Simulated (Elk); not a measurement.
Band structure of CoNiGe (P6_3/mmc, 6 atoms in the cell).

```
CELL_PARAMETERS angstrom
      3.99412     0.00000     0.00000
     -1.99706     3.45901     0.00000
      0.00000     0.00000     5.08234
ATOMIC_POSITIONS crystal
  Co 0.00000 0.00000 0.50000
  Co 0.00000 0.00000 0.00000
  Ni 0.33333 0.66667 0.75000
  Ni 0.66667 0.33333 0.25000
  Ge 0.33333 0.66667 0.25000
  Ge 0.66667 0.33333 0.75000
```

Level of theory: PBEsol, all-electron FP-LAPW, Elk's shipped species files, default APW+lo basis in Elk.

Settings: xctype = 22; rgkmax = 7; stype = 3; swidth = 0.00367493 Ha; ngridk = 9 9 6; rmtscf = 0.85.

The starting cell comes from a database of computed structures (which also holds hypothetical and non-ambient phases and stackings), without a prior relaxation at this level. Spin polarisation is off. Values depend on the basis (sphere radii, cutoffs, local orbitals), which need not be converged.

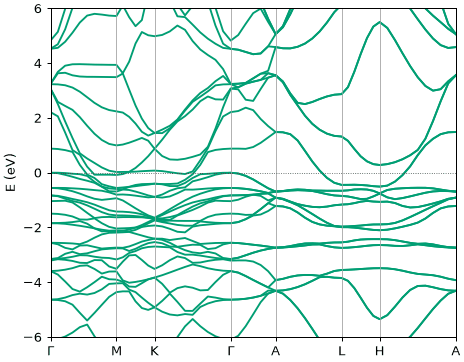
*Bands along the path, energies from the Fermi level.*

Levels in eV from the Fermi level, bands 41 to 48:
```csv
point,41,42,43,44,45,46,47,48
Γ,-0.56,-0.56,0.00,0.00,0.88,2.21,3.07,3.07
M,-0.93,-0.80,-0.69,-0.60,-0.56,-0.08,0.02,1.00
K,-1.64,-0.88,-0.88,-0.40,-0.40,0.08,0.87,0.87
A,-0.69,-0.69,-0.69,-0.69,1.48,1.48,3.56,3.56
L,-0.85,-0.85,-0.66,-0.66,-0.45,-0.45,1.32,1.32
H,-0.76,-0.76,-0.76,-0.76,-0.51,-0.51,0.28,0.28
```

Bands cross the Fermi level along this path, so the cell is metallic at this level.
